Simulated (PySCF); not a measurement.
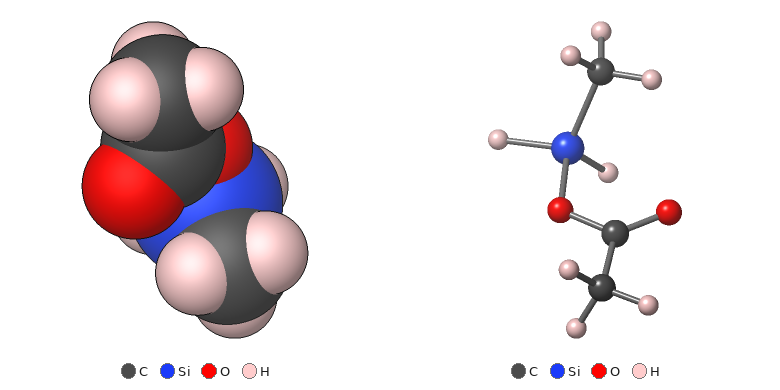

Two views of one molecule.

Identify the structure.

The molecule is C3H8O2Si. As SMILES it reads `C[SiH2]OC(C)=O`. It has no ring. Among its groups: Si–H bond, Si–O bond. This geometry has C1 symmetry. Coordination: 2 C tetrahedral; 1 Si tetrahedral; 1 O bent; 1 C trigonal planar.

The parts below concern this one geometry. Atoms keep their numbers from picture to picture. The computed structure is the end point of a PBE0-D3(BJ)/def2-SVP optimisation. No frequency run is at hand to confirm it as a minimum.

### Electronic properties

No frequency run is at hand to confirm it as a minimum. Level of theory: PBE0/aug-cc-pVDZ, gas phase (PySCF 2.14.0).

Estimate the LUMO energy (Kohn–Sham orbital).

Answer. −0.15 eV.

What is the dipole moment?

Answer. 1.51 D.

What is the HOMO energy (Kohn–Sham orbital)?

Answer. −8.05 eV.

### Polarisability

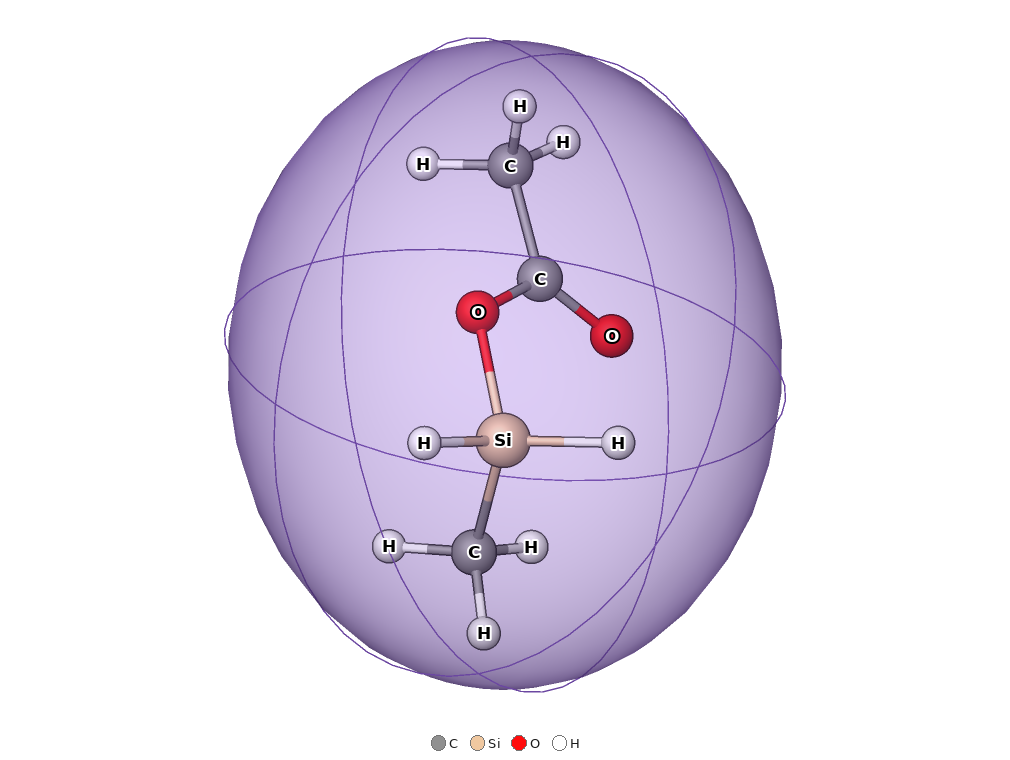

The ellipsoid shows the static dipole polarisability: its half-axes are proportional to the principal values. No frequency run is at hand to confirm it as a minimum. Level of theory: HF/def2-SVPD (PySCF 2.14.0).

How large and how anisotropic is the polarisability?

Answer. Principal values 57.0, 62.9, 70.0 bohr³; mean 63.3 bohr³ (9.38 Å³); anisotropy 11.2 bohr³, so the longest axis is 1.23 times the shortest.

### Excitation

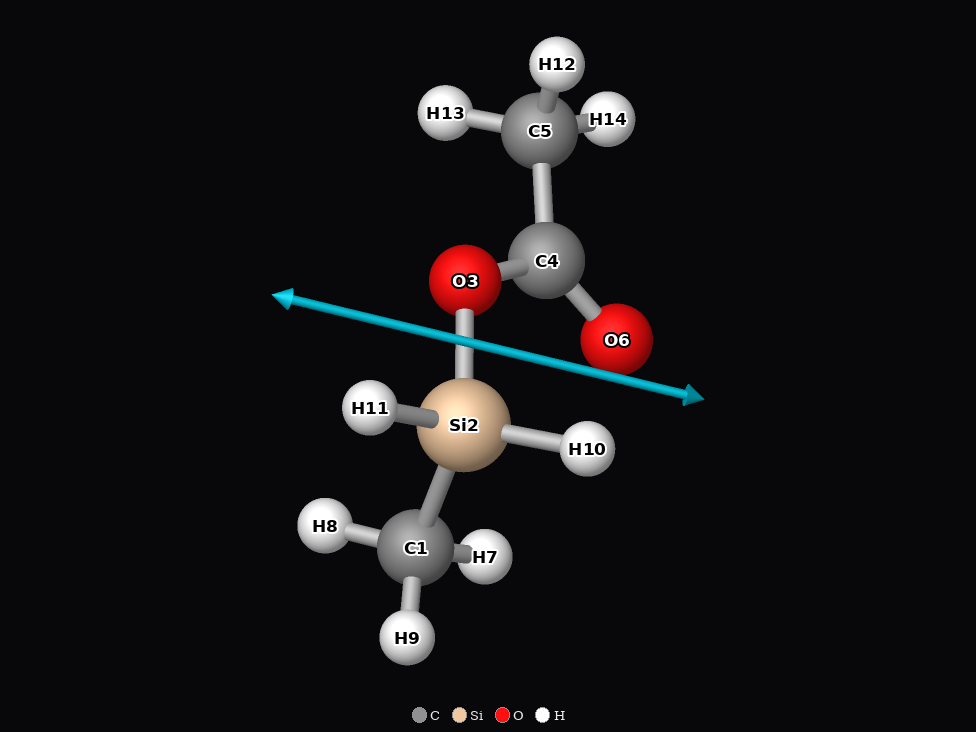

The double arrow shows the direction of the transition dipole to excited singlet state 8 (its length means nothing). No frequency run is at hand to confirm it as a minimum. Properties computed with TDDFT HF/def2-SVPD, vertical, gas phase, core orbitals frozen in the response (PySCF 2.14.0).

Give its energy, strength and character.

Answer. 10.21 eV (121 nm), oscillator strength 0.22, of mixed character, with the largest part HOMO−2 → LUMO (weight 0.49); transition dipole 2.36 D.
